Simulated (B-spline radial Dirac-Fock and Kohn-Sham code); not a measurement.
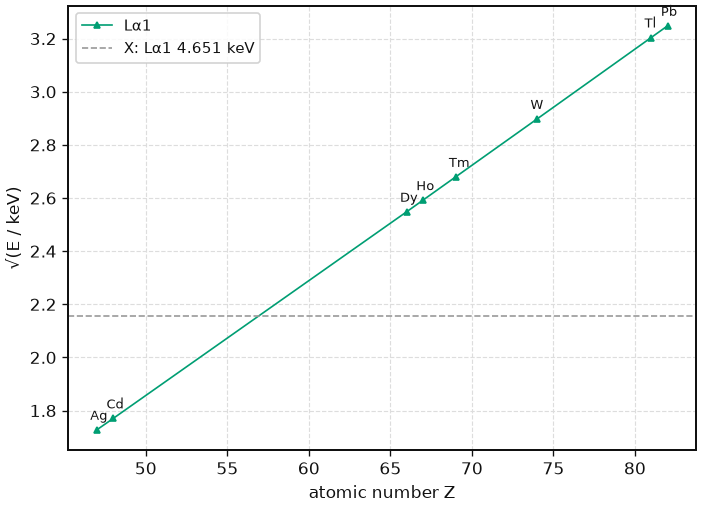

A Moseley plot: square roots of X-ray line energies of free neutral atoms against atomic number. Computed with a radial B-spline solver: Dirac–Fock ΔSCF (average of configuration, Fermi nucleus, Breit and QED terms, no correlation).

Q: The dashed line marks the Lα1 energy of an element X that is left out of the plot. Which element is it?

A: Lanthanum, Z = 57: Lα1 = 4.651 keV falls between Cd (3.135 keV) and Dy (6.494 keV), and √E is nearly linear in Z.
